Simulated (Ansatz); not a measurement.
**Ca2P (built on the sites of a database entry of Ba2N): phonons and vibrational spectra**

Aim: the vibrations of Ca2P (built on the sites of a database entry of Ba2N), their spectra, and whether the structure is stable.

Program: Ansatz 0.2.0. Level of theory: DFT PBEsol, scalar-relativistic, plane waves, norm-conserving pseudopotentials. Results are calculated unless marked as measured.

The structure was built from a prototype and need not be the compound's stable phase.

### 1. The starting structure

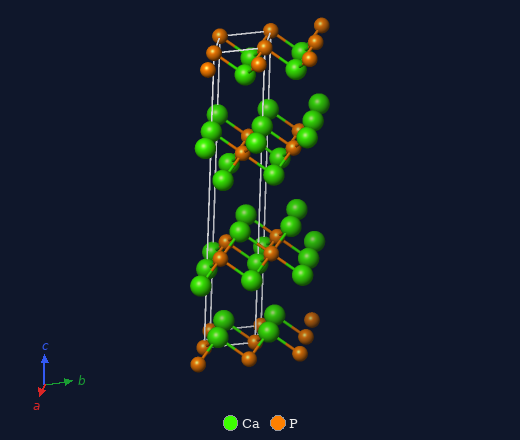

Start, viewed slightly off an axis; calcium green, phosphorus orange. 2×2×1 cells are drawn. This picture shows the conventional cell, with its axes. Bonds to atoms that aren't drawn are left out. Some periodic images of atoms are drawn too.

### 2. Rough relaxation

A rough relaxation comes first, because large forces or stress need no tight tolerances yet.

input.yaml reads:

```yaml
crystal:
  lattice:
    - [1.75748, 1.01468, 6.52131]
    - [-1.75748, 1.01468, 6.52131]
    - [0.0, -2.02937, 6.52131]
  atoms:
    - { symbol: Ca, position: [0.26647, 0.26647, 0.26647] }
    - { symbol: Ca, position: [0.73353, 0.73353, 0.73353] }
    - { symbol: P, position: [0.0, 0.0, 0.0] }
kpoints:
  mp_grid: { grid: [6, 6, 6] }
hamiltonian:
  xc: pbesol
  pseudopotentials: { kind: nc }
scf:
  occupations: { method: gaussian, width: 0.1 }
output:
  forces: true
  stress: true
  eigenvalues: true
relax:
  adjacent_minimum: "off"
  f_tol: 0.05
  max_steps: 80
  cell: { stress_tol: 0.5 }
```

Run with:

```sh
ansatz run input.yaml --threads 8 --pin off --max-ram 14336MiB --backend cpu --events-out ev --progress --plain --runs-dir out
```

Numbers of over 12 decimals in the logs are rounded to 6 here.

Log:

```text
The last accepted step is kept in <dir> (removed where the run ends without a failure and the disk answers)
[...]
cell:  # Å, volume = 100.4866 Å³
    - [2.072876, 1.196774, 6.751044]
    - [-2.072876, 1.196774, 6.751044]
    - [0, -2.393553, 6.751043]
  atoms:
    - { symbol: Ca, position: [0.261789, 0.261789, 0.261789] }
    - { symbol: Ca, position: [0.738211, 0.738211, 0.738211] }
    - { symbol: P, position: [-6.502440124633757e-19, -6.502440124633752e-19, -6.502405082197371e-19] }
[key lines of the parts left out:]
SCF converged after 5 iterations
Free energy (F): -2294.000038 eV
Fermi energy:    5.243952 eV
P = ⅓ Tr σ = 0.1134 GPa (1.134 kbar)
```

The job ended after 7.8 s (8 threads of Arm Neoverse V2, shared host; peak memory 0.7 GiB; 56 s of CPU time).

Relaxation path:

| step | energy less that of the first step (eV) | largest force component (eV/Å) | pressure (GPa) | volume (Å³) |
| --- | --- | --- | --- | --- |
| 1 | 0.0000 | 4.7200 | 33.83 | 69.78 |
| 2 | -2.1694 | 0.4803 | 10.84 | 78.71 |
| 3 | -2.6373 | 0.2733 | 5.54 | 87.34 |
| 4 | -2.8537 | 0.0660 | 1.63 | 94.90 |
| 5 | -2.8805 | 0.0157 | 0.16 | 98.49 |
| 6* | -2.9248 | 0.0153 | 0.70 | 98.49 |
| 7 | -2.9304 | 0.0050 | 0.11 | 100.49 |
| 8* | -2.9306 | 0.0048 | 0.11 | 100.49 |

Relaxation steps marked * repeat the geometry before them on a plane-wave basis chosen anew for their cell, so energy and pressure can jump there.

Forces are held to the 12 operations that the run works with; a distortion that breaks them can't arise in this run.

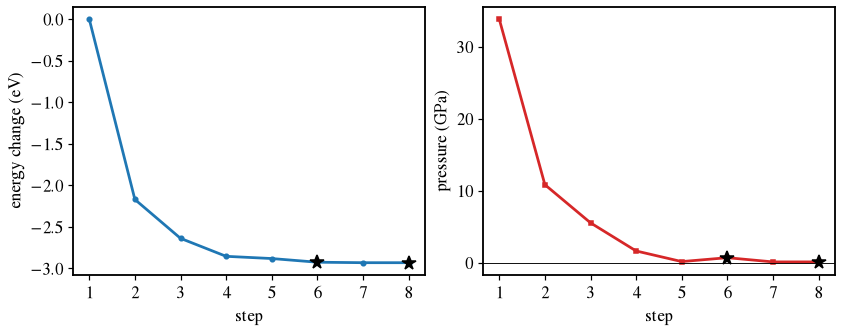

Energy and pressure along the relaxation. Stars mark steps on a basis chosen anew.

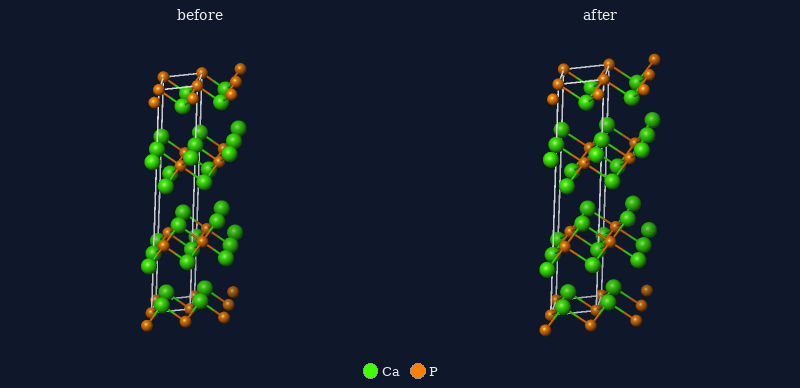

The structure before and after the relaxation, drawn at the same scale. Bonds to atoms that aren't drawn are left out.

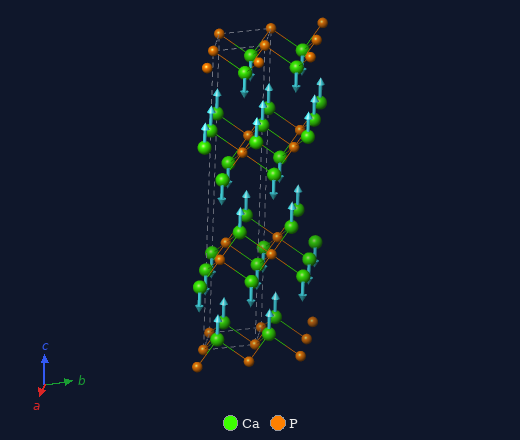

Displacements in the relaxation, exaggerated, measured against the changing cell; the longest in the cell stands for 0.09 Å. Bonds to atoms that aren't drawn are left out. 2×2×1 conventional cells are drawn. Some periodic images of atoms are drawn too.

| cell as run | before | after | change |
| --- | --- | --- | --- |
| a (Å) | 6.830 | 7.163 | +4.9 % |
| b (Å) | 6.830 | 7.163 | +4.9 % |
| c (Å) | 6.830 | 7.163 | +4.9 % |
| α (°) | 29.82 | 33.64 | +12.8 % |
| β (°) | 29.82 | 33.64 | +12.8 % |
| γ (°) | 29.82 | 33.64 | +12.8 % |
| volume (Å³/atom) | 23.26 | 33.50 | +44.0 % |

The atoms that moved most (Å, as changes of fractional coordinates times the final cell):

| atom | dx | dy | dz | length |
| --- | --- | --- | --- | --- |
| Ca2 | 0.000 | 0.000 | 0.095 | 0.095 |
| Ca1 | 0.000 | 0.000 | -0.095 | 0.095 |

The relaxed structure:

```cif
data_structure
_symmetry_space_group_name_H-M 'P 1'
_symmetry_Int_Tables_number 1
_cell_length_a 7.1628
_cell_length_b 7.1628
_cell_length_c 7.1628
_cell_angle_alpha 33.643
_cell_angle_beta 33.643
_cell_angle_gamma 33.643
_cell_volume 100.49
loop_
_atom_site_label
_atom_site_type_symbol
_atom_site_fract_x
_atom_site_fract_y
_atom_site_fract_z
_atom_site_occupancy
Ca1 Ca 0.26179 0.26179 0.26179 1
Ca2 Ca 0.73821 0.73821 0.73821 1
P3 P 0.00000 0.00000 0.00000 1
```

This step gave:

| Property | Result |
| --- | --- |
| pressure | 0.1134 GPa |
| volume per atom | 33.50 Å³ |
| gap on the k-mesh | 0 eV |

In this step the volume went from 23.26 to 33.50 Å³/atom.

### 3. Relaxation

The cell and atoms are relaxed, since residual forces and stress would shift the frequencies.

input.yaml reads:

```yaml
crystal:
  lattice:
    - [2.0728758458, 1.1967737022, 6.7510435311]
    - [-2.0728758458, 1.1967737022, 6.7510435311]
    - [0.0, -2.3935525805, 6.7510426135]
  atoms:
    - { symbol: Ca, position: [0.2617885247, 0.2617885247, 0.2617885247] }
    - { symbol: Ca, position: [0.7382114753, 0.7382114753, 0.7382114753] }
    - { symbol: P, position: [0.0, 0.0, 0.0] }
kpoints:
  mp_grid: { grid: [12, 12, 12] }
hamiltonian:
  xc: pbesol
  pseudopotentials: { kind: nc }
scf:
  occupations: { method: gaussian, width: 0.1 }
output:
  forces: true
  stress: true
  eigenvalues: true
  write_density: true
  write_potential: true
  elf: true
  volumetric_format: npy
relax:
  adjacent_minimum: "off"
  f_tol: 0.005
  max_steps: 80
  cell: { stress_tol: 0.05 }
```

Log:

```text
[...]
Crystal: 3 atoms, lattice volume = 100.487 Å³
Basis set: ecut = 925.187132 eV, 6393 PW (Γ), FFT grids on a1−a2, a2, −a2+a3, exchange–correlation on 90×144×90 points (8 copies of the dense FFT grid, shifted against one another)
Bands: 17, of which v1, the nominal top of the filled ones, is band 13 counted from 1 (12 counted from 0)
Symmetry: 12 space group operations
[...]
k-points: 189 of 1728
[...]
SCF iter   1: F=—  HF=-2294.509974 eV  |F-HF|=—  |Δ(HF+E_count)|=         —  Δρ=2.53e-2  dr2=1.74e0  ethr=3.10e-3  ⟨swp⟩=13.4  Hψ=31104  notcnv=0
[...]
SCF iter  10: F=-2293.997325 eV  HF=-2293.997325 eV  |F-HF|=8.51e-9  |Δ(HF+E_count)|=   7.20e-9  Δρ=4.62e-6  dr2=1.92e-8  ethr=4.00e-10  ⟨swp⟩=9.1  Hψ=21516  notcnv=0
SCF 1 converged in 10 iterations: F = -2293.997325 eV  dr2 = 1.92e-8
relax step   1: F+E_penalty+E_count = -2293.99732459 eV  Δ(F+E_penalty+E_count) = +0.000e0 eV  max|allowed force component| = 2.012e-2 eV/Å  Δτ_max = 0.0000 Å  P = +0.111 GPa  Ω = 100.487 Å³  (10 SCF iters, dr2 threshold 1.00e-7 eV, accepted)
Crystal: 3 atoms, lattice volume = 100.481 Å³
Basis set: ecut = 925.187132 eV, 6417 PW (Γ), FFT grids on a1−a2, a2, −a2+a3, exchange–correlation on 90×144×90 points (8 copies of the dense FFT grid, shifted against one another)
[...]
SCF iter   5: F=-2293.997687 eV  HF=-2293.997687 eV  |F-HF|=2.66e-9  |Δ(HF+E_count)|=   2.21e-7  Δρ=5.82e-6  dr2=5.93e-8  ethr=3.48e-10  ⟨swp⟩=12.5  Hψ=30856  notcnv=0
SCF 2 converged in 5 iterations: F = -2293.997687 eV  dr2 = 5.93e-8
relax step   2: F+E_penalty+E_count = -2293.99768652 eV  Δ(F+E_penalty+E_count) = -3.619e-4 eV  max|allowed force component| = 2.544e-2 eV/Å  Δτ_max = 0.0080 Å  P = -0.051 GPa  Ω = 100.481 Å³  energy of the carried Pulay correction = +4.711e-7 eV  (5 SCF iters, dr2 threshold 8.70e-8 eV, accepted)
Crystal: 3 atoms, lattice volume = 100.721 Å³
Basis set: ecut = 925.187132 eV, 6453 PW (Γ), FFT grids on a1−a2, a2, −a2+a3, exchange–correlation on 90×144×90 points (8 copies of the dense FFT grid, shifted against one another)
[...]
SCF iter   6: F=-2293.997662 eV  HF=-2293.997662 eV  |F-HF|=2.30e-9  |Δ(HF+E_count)|=   4.57e-8  Δρ=2.16e-6  dr2=1.02e-8  ethr=1.68e-10  ⟨swp⟩=12.7  Hψ=26096  notcnv=0
SCF 3 converged in 6 iterations: F = -2293.997662 eV  dr2 = 1.02e-8
relax step   3: F+E_penalty+E_count = -2293.99766195 eV  Δ(F+E_penalty+E_count) = +2.457e-5 eV  max|allowed force component| = 1.552e-2 eV/Å  Δτ_max = 0.0059 Å  P = -0.043 GPa  Ω = 100.721 Å³  energy of the carried Pulay correction = -2.035e-5 eV  (6 SCF iters, dr2 threshold 4.20e-8 eV, rejected (line search))
[...]
relax step   4: F+E_penalty+E_count = -2293.99779986 eV  Δ(F+E_penalty+E_count) = -1.133e-4 eV  max|allowed force component| = 1.949e-3 eV/Å  Δτ_max = 0.0026 Å  P = -0.009 GPa  Ω = 100.484 Å³  energy of the carried Pulay correction = +2.473e-7 eV  (9 SCF iters, accepted)
[...]
SCF iter   5: F=-2293.997802 eV  HF=-2293.997802 eV  |F-HF|=3.64e-12  |Δ(HF+E_count)|=  5.46e-12  Δρ=4.44e-8  dr2=4.57e-12  ethr=1.00e-12  ⟨swp⟩=6.5  Hψ=15405  notcnv=0
SCF 5 converged in 5 iterations: F = -2293.997802 eV  dr2 = 4.57e-12
relax step   5: F+E_penalty+E_count = -2293.99780166 eV  Δ(F+E_penalty+E_count) = -1.803e-6 eV  max|allowed force component| = 1.950e-3 eV/Å  Δτ_max = 0.0000 Å  P = -0.009 GPa  Ω = 100.484 Å³  stress off target by 2.94e-2 GPa  SCF on the basis re-selected at this cell (its energy is not comparable with the rows above)  (5 SCF iters)
[...]
SCF converged after 5 iterations
Free energy (F): -2293.997802 eV
[...]
Internal energy: -2293.989010 eV  (E = F + TS)
E sigma→0 (E₀):  -2293.993406 eV
Entropy (-TS):   -0.008792 eV (-2.931 meV/atom)
Fermi energy:    5.209953 eV
[...]
--- Forces (eV/Å), atoms counted from 1 ---
  atom   1  Ca     0.00000000    -0.00000000     0.00194956
  atom   2  Ca     0.00000000     0.00000000    -0.00194956
  atom   3  P      0.00000000     0.00000000    -0.00000000
  max |Σ_I F_I| component: 2.31e-18 eV/Å
--- Stress (GPa, compression-positive) ---
        0.000761       0.000000      -0.000000
        0.000000       0.000761       0.000000
       -0.000000       0.000000      -0.029408
  P = ⅓ Tr σ = -0.0093 GPa (-0.093 kbar)
--- Band table (eV; the first three rows and the last of 189) ---
  k-point 0: bands = [... 9 lower, 2.2016, 3.5613, 3.9704, 3.9704, 7.4742, 7.4742, 7.8397, 8.4256]
  k-point 1: bands = [... 9 lower, 2.2632, 3.4131, 3.9582, 4.0408, 7.3284, 7.5320, 7.8792, 8.1859]
  k-point 2: bands = [... 9 lower, 2.4392, 3.0731, 3.9240, 4.2067, 6.9618, 7.6987, 7.7789, 8.0332]
  k-point 188: bands = [... 9 lower, 1.6567, 3.9895, 3.9895, 4.9941, 6.7318, 7.6022, 7.6022, 7.9939]
--- Relaxed structure (4 steps of the walk, 3 accepted, 1 SCFs on fresh bases) ---
[...]
cell:  # Å, volume = 100.4837 Å³
    - [2.077751, 1.199589, 6.719207]
    - [-2.077751, 1.199589, 6.719207]
    - [0, -2.399182, 6.719206]
  atoms:
    - { symbol: Ca, position: [0.261518, 0.261518, 0.261518] }
    - { symbol: Ca, position: [0.738482, 0.738482, 0.738482] }
    - { symbol: P, position: [0, 0, 0] }
```

Wall time 36 s (8 threads); peak memory 1.2 GiB; 4.7 min of CPU time.

Step by step:

| step | energy less that of the first step (eV) | largest force component (eV/Å) | pressure (GPa) | volume (Å³) |
| --- | --- | --- | --- | --- |
| 1 | 0.0000 | 0.0201 | 0.11 | 100.49 |
| 2 | -0.0004 | 0.0254 | -0.05 | 100.48 |
| 3 | -0.0003 | 0.0155 | -0.04 | 100.72 |
| 4 | -0.0005 | 0.0019 | -0.01 | 100.48 |
| 5* | -0.0005 | 0.0019 | -0.01 | 100.48 |

Relaxation steps marked * repeat the geometry before them on a plane-wave basis chosen anew for their cell, so energy and pressure can jump there. Relaxation step 3 was tried and not accepted.

The run keeps the 12 symmetry operations that it works with, so distortions that break them were not tested.

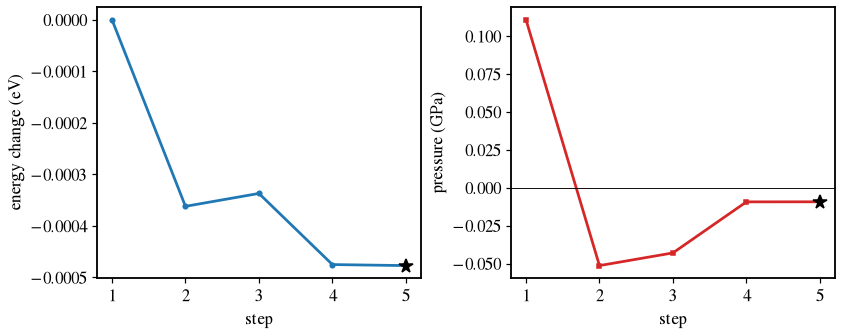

Energy and pressure along the relaxation. Stars mark steps on a basis chosen anew.

| conventional cell, symmetrised | before | after | change |
| --- | --- | --- | --- |
| a (Å) | 4.146 | 4.156 | +0.2 % |
| b (Å) | 4.146 | 4.156 | +0.2 % |
| c (Å) | 20.253 | 20.158 | -0.5 % |
| volume (Å³/atom) | 33.50 | 33.49 | -0.0 % |

The relaxed structure:

```
Ca P
1.0
     2.07775    1.19959    6.71921
    -2.07775    1.19959    6.71921
     0.00000   -2.39918    6.71921
Ca P
2 1
Direct
  0.26152 0.26152 0.26152
  0.73848 0.73848 0.73848
  0.00000 0.00000 0.00000
```

This step gave:

| Property | Result |
| --- | --- |
| pressure | -0.009296 GPa |
| volume per atom | 33.49 Å³ |

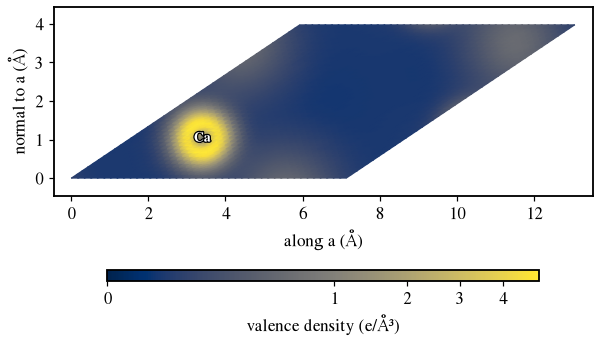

Valence density in the ac plane of the cell as run, not the conventional one, at fractional y = 0.262, with atoms of Ca within 0.2 Å of it. It is the smooth field of the valence electrons, not physical close to the nuclei. The colour scale is stretched toward low values.

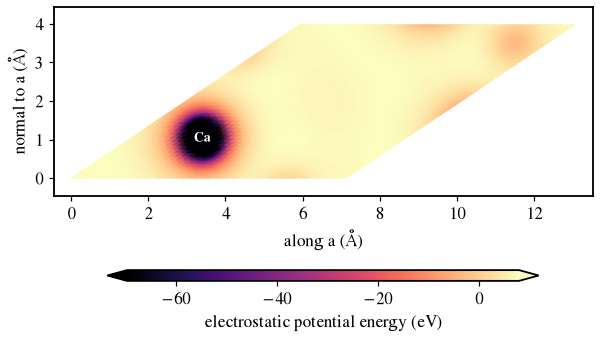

Electrostatic potential energy in the ac plane of the cell as run, not the conventional one, at fractional y = 0.262, with atoms of Ca within 0.2 Å of it. With pseudopotentials it is smooth inside the atoms' cores, unlike the true potential.

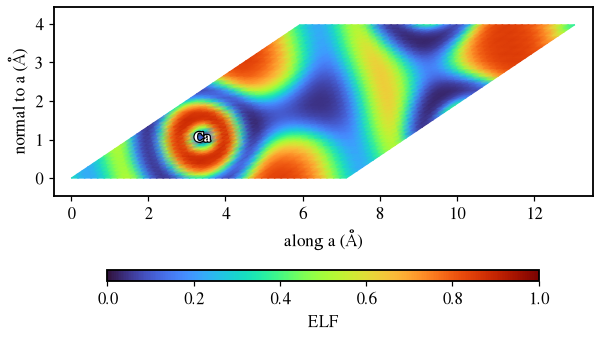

ELF in the ac plane of the cell as run, not the conventional one, at fractional y = 0.262, with atoms of Ca within 0.2 Å of it. It is the smooth field of the valence electrons, not physical close to the nuclei.

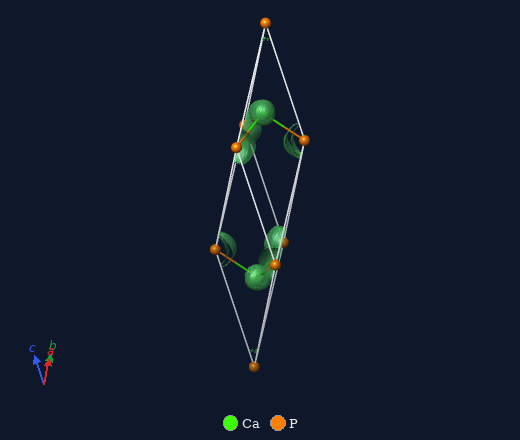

Surface of ELF = 0.82. Drawn on the cell as run, not the conventional one. Bonds to atoms that aren't drawn are left out.

In this step the volume went from 33.50 to 33.49 Å³/atom.

### 4. Relaxing to small forces for the phonons

Phonons need a cell at rest on their own settings, so the relaxation is repeated with tight tolerances on forces and stress on the k mesh and occupations of the first response run.

input.yaml reads:

```yaml
crystal:
  lattice:
    - [2.0777514129, 1.1995886203, 6.7192073695]
    - [-2.0777514129, 1.1995886203, 6.7192073695]
    - [0.0, -2.3991823923, 6.7192064498]
  atoms:
    - { symbol: Ca, position: [0.2615184469, 0.2615184469, 0.2615184469] }
    - { symbol: Ca, position: [0.7384815531, 0.7384815531, 0.7384815531] }
    - { symbol: P, position: [0.0, 0.0, 0.0] }
kpoints:
  mp_grid: { grid: [12, 12, 12] }
hamiltonian:
  xc: pbesol
  pseudopotentials: { kind: nc }
scf:
  occupations: { method: methfessel_paxton, width: 0.2 }
output:
  forces: true
  stress: true
  eigenvalues: true
relax:
  adjacent_minimum: "off"
  f_tol: 0.001
  max_steps: 60
  cell: { stress_tol: 0.01 }
```

Log:

```text
[...]
Crystal: 3 atoms, lattice volume = 100.484 Å³
Basis set: ecut = 925.187132 eV, 6417 PW (Γ), FFT grids on a1−a3, a2−a3, a3, exchange–correlation on 90×90×144 points (8 copies of the dense FFT grid, shifted against one another)
Bands: 17, of which v1, the nominal top of the filled ones, is band 13 counted from 1 (12 counted from 0)
Symmetry: 12 space group operations
[...]
--- Relaxed structure (3 steps of the walk, 2 accepted, 1 SCFs on fresh bases) ---
[...]
cell:  # Å, volume = 100.4712 Å³
    - [2.077717, 1.199569, 6.718590]
    - [-2.077717, 1.199569, 6.718590]
    - [0, -2.399143, 6.718589]
  atoms:
    - { symbol: Ca, position: [0.261525, 0.261525, 0.261525] }
    - { symbol: Ca, position: [0.738475, 0.738475, 0.738475] }
    - { symbol: P, position: [0, 0, 0] }
[key lines of the parts left out:]
SCF converged after 10 iterations
Free energy (F): -2293.993014 eV
Fermi energy:    5.212268 eV
P = ⅓ Tr σ = -0.0014 GPa (-0.014 kbar)
```

Elapsed: 28 s, on 8 threads; peak memory 1.2 GiB.

Little changed from the start: no atom moved by 0.005 Å and no cell edge by 0.1 %.

This step gave:

```
pressure : -0.001420 GPa
```

The largest force component left is 0.054 meV/Å and the pressure is -0.001 GPa, within the tolerances set. The cell now holds 33.49 Å³/atom.

[end of part 1 of 2]

[Logs are printed without paths, hosts, clocks, repeated set-up lines and the standing remarks that a program may print on its own settings, such as how far it seeks lower states.]

[Hosts, paths, dates, database ids (printed as entryN), source tags and the programs' standing remarks are cut or masked in the printed files.]
